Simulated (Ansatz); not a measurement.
**BH3O (SMILES BO) at 6 levels**

We compute a comparison of 6 runs (BLYP/STO-3G, CAM-B3LYP/STO-3G, PBE/STO-3G, r2SCAN0/STO-3G, CCSD/STO-3G, CCSD(T)/STO-3G) of BH3O. 

Program for the calculation: Ansatz 0.2.0.

46 further runs of the same task are left out: 46 set aside as unsound or not needed.

## Step 1: The molecule

The species is BH3O (5 atoms), meant as a singlet with charge 0. SMILES: `BO`. The H5–O2 distance was set to 1.921 Å, away from the relaxed value. At this shape a bond of the SMILES string is far longer than usual.

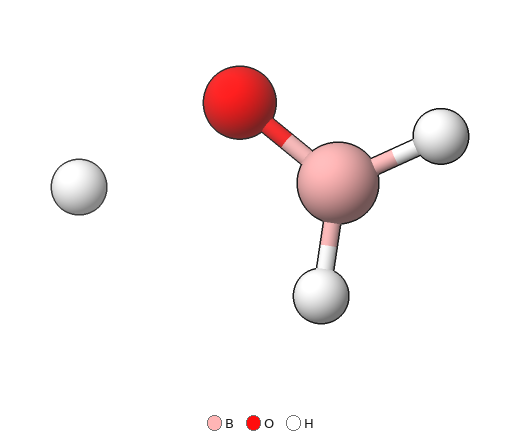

Viewed from a chosen angle; boron pink, oxygen red, hydrogen white.

## Step 2: A single-point energy at BLYP/STO-3G (run 1)

Input file input.yaml:

```yaml
crystal:
  periodic: [false, false, false]
  atoms:
    - {symbol: B, position_ang: [-0.687113, -0.722811, 0.832322]}
    - {symbol: O, position_ang: [-0.047013, 0.431789, 1.103522]}
    - {symbol: H, position_ang: [-1.280813, -1.235511, 1.735422]}
    - {symbol: H, position_ang: [-0.651113, -1.198911, -0.270478]}
    - {symbol: H, position_ang: [0.874000, 1.171800, -0.411700]}
basis:
  gaussian: {orbitals: STO-3G}
hamiltonian: {xc: {name: BLYP}}
accuracy: high
```

The run is started by

```console
$ ansatz run input.yaml --threads 1 --pin off --max-ram 2610MiB --events-out events.jsonl --progress --plain --runs-dir runs
```

Output:

```text
Warning: RAYON_NUM_THREADS=1 ignored (pool sized by the plan → 1); use --threads N
Functional definition: BLYP
  name "BLYP"
  parameter beta = 0.0042
  parameter a = 0.04918
  parameter b = 0.132
  parameter c = 0.2533
  parameter d = 0.349
  exchange = b88_x(beta = beta)
  correlation = lyp_c(a = a, b = b, c = c, d = d)
207 factors; integrals over basis functions are off by at most 2.1e-8 eV
mean field evaluation 1: about -2730.1455 eV, gradient 7.8e0 eV
mean field evaluation 2: about -2723.8178 eV, gradient 3.2e1 eV
mean field evaluation 4: about -2730.0516 eV, gradient 9.1e0 eV
mean field evaluation 8: about -2730.4010 eV, gradient 2.2e-4 eV
mean field -2730.40095569 eV, -100.3403843894 hartree, gradient 2.8e-8 eV, S^2 0.000000; 0 other end points of the search recorded, 0 dependent functions left out
reference -2730.40098898 eV, -100.3403856129 hartree; 8, 8 occupied and 5, 5 virtual orbitals, 207 factors
Total energy: -2730.40098898 eV, -100.3403856129 hartree
```

Run time: 0.72 s. Hardware: 1 thread of Arm Neoverse V1, shared host.

## Step 3: The energy at CAM-B3LYP/STO-3G (run 2)

Input file job.yaml:

```yaml
crystal:
  periodic: [false, false, false]
  atoms:
    - {symbol: B, position_ang: [-0.687113, -0.722811, 0.832322]}
    - {symbol: O, position_ang: [-0.047013, 0.431789, 1.103522]}
    - {symbol: H, position_ang: [-1.280813, -1.235511, 1.735422]}
    - {symbol: H, position_ang: [-0.651113, -1.198911, -0.270478]}
    - {symbol: H, position_ang: [0.874000, 1.171800, -0.411700]}
basis:
  gaussian:
    orbitals: STO-3G
hamiltonian:
  xc: {name: CAM-B3LYP}
accuracy: high
```

The run is started by

```console
$ ansatz run job.yaml --threads 1 --pin off --max-ram 2610MiB --events-out events.jsonl --progress --plain --runs-dir runs
```

Output:

```text
Warning: RAYON_NUM_THREADS=1 ignored (pool sized by the plan → 1); use --threads N
Functional definition: CAM-B3LYP
  name "CAM-B3LYP"
  parameter alpha = 0.19
  parameter beta = 0.46
  parameter omega = 0.33/bohr
  parameter ac = 0.81
  exchange = (1 - alpha - beta)*b88_x + beta*b88_x_sr(omega) + alpha*exact_x + beta*exact_x_lr(omega)
  correlation = (1 - ac)*vwn5_c + ac*lyp_c
207 factors; integrals over basis functions are off by at most 2.1e-8 eV
130 factors; integrals over basis functions are off by at most 1.0e-9 eV
mean field evaluation 1: about -2726.6253 eV, gradient 2.3e1 eV
mean field evaluation 2: about -2718.0613 eV, gradient 5.6e1 eV
mean field evaluation 4: about -2729.0313 eV, gradient 3.6e-1 eV
mean field evaluation 8: about -2728.9755 eV, gradient 4.7e-2 eV
mean field evaluation 16: about -2728.9755 eV, gradient 2.6e-6 eV
mean field -2728.97551754 eV, -100.2880005035 hartree, gradient 2.2e-8 eV, S^2 0.000000; 0 other end points of the search recorded, 0 dependent functions left out
reference -2728.97552942 eV, -100.2880009401 hartree; 8, 8 occupied and 5, 5 virtual orbitals, 207 factors
Total energy: -2728.97552942 eV, -100.2880009401 hartree
```

Wall time 0.82 s (1 thread of Arm Neoverse V1, shared host).

Runs 3 to 5 aren't shown in full; the table further down has their settings and results.

## Step 4: A single-point energy at CCSD(T)/STO-3G (run 6)

Input file in.yaml:

```yaml
basis:
  gaussian:
    orbitals: STO-3G
crystal:
  periodic: [false, false, false]
  atoms:
    - symbol: B
      position_ang: [-0.687113, -0.722811, 0.832322]
    - symbol: O
      position_ang: [-0.047013, 0.431789, 1.103522]
    - symbol: H
      position_ang: [-1.280813, -1.235511, 1.735422]
    - symbol: H
      position_ang: [-0.651113, -1.198911, -0.270478]
    - symbol: H
      position_ang: [0.874000, 1.171800, -0.411700]
scf:
  omitted_lower_state_checks: [cluster_reference, increment]
correlation:
  method: ccsd_t
  frozen_orbitals: {B: 1, H: 0, O: 1}
accuracy: high
```

The run is started by

```console
$ ansatz run in.yaml --threads 1 --pin off --max-ram 2610MiB --events-out events.jsonl --progress --plain --runs-dir runs
```

Output, cut to the lines that bear on the results:

```text
Warning: RAYON_NUM_THREADS=1 ignored (pool sized by the plan → 1); use --threads N
Functional definition: HF
  name "HF"
[...]
207 factors; integrals over basis functions are off by at most 2.1e-8 eV
[...]
mean field -2713.49285861 eV, -99.7190232824 hartree, gradient 1.9e-8 eV, S^2 0.000000; 0 other end points of the search recorded, 0 dependent functions left out; unrestricted orbitals would lower it
2 core orbitals not correlated: weight in the atoms' cores, before any rotation towards them, 1.000 or more for the frozen orbitals, at most 0.000 for the correlated occupied ones
reference -2713.49285861 eV, -99.7190232824 hartree; 6, 6 occupied and 5, 5 virtual orbitals, 207 factors
second order -4.62576481 eV of doubles, -0.00000000 eV of singles
cycle   1  -4.68078444 eV  change    -1.3e0 eV  update   1.5e-1
[...]
cycle  29  -6.49505168 eV  change   2.1e-10 eV  update  4.0e-10
perturbative correction -0.19553786 eV, -0.0071858839 hartree
WARN: these amplitudes may be one of several solutions (largest doubles amplitude 0.52, level shift 6.24 eV)
Total energy: -2720.18344816 eV, -99.9648979132 hartree
Checks for a lower state left out: cluster_reference, increment
```

Run time: 0.12 s. Hardware: 1 thread of Arm Neoverse V1, shared host.

## Step 5: Overview of the runs

| run | level | frozen core orbitals | energy (Eh) | wall time |
| --- | --- | --- | --- | --- |
| 1 | BLYP/STO-3G | – | -100.340386 | 0.72 s |
| 2 | CAM-B3LYP/STO-3G | – | -100.288001 | 0.82 s |
| 3 | PBE/STO-3G | – | -100.251826 | 0.74 s |
| 4 | r2SCAN0/STO-3G | – | -100.286039 | 1.6 s |
| 5 | CCSD/STO-3G | 2 | -99.957712 | 0.1 s |
| 6 | CCSD(T)/STO-3G | 2 | -99.964898 | 0.12 s |

## Step 6: What came out

| quantity | value |
| --- | --- |
| run 6: total energy | -99.96490 Eh |
| run 6: correlation energy (2 core orbitals frozen) | -245.9 mEh |
| run 6: (T) correction | -7.19 mEh |
| run 6: T1 diagnostic | 0.035 |

**Reading.** Totals of different functionals can't be ranked against each other. In runs 5, 6 the T1 diagnostic is large, so a single reference may not serve. In runs 5, 6 the log says that unrestricted orbitals would lower the reference, so the values rest on an unstable closed-shell determinant (other closed-shell runs at this shape may share the fault). In runs 1, 2, 3, 4, 5, 6 the basis is minimal, so the values are rough. All runs together took 4.1 s, the longest 1.6 s.
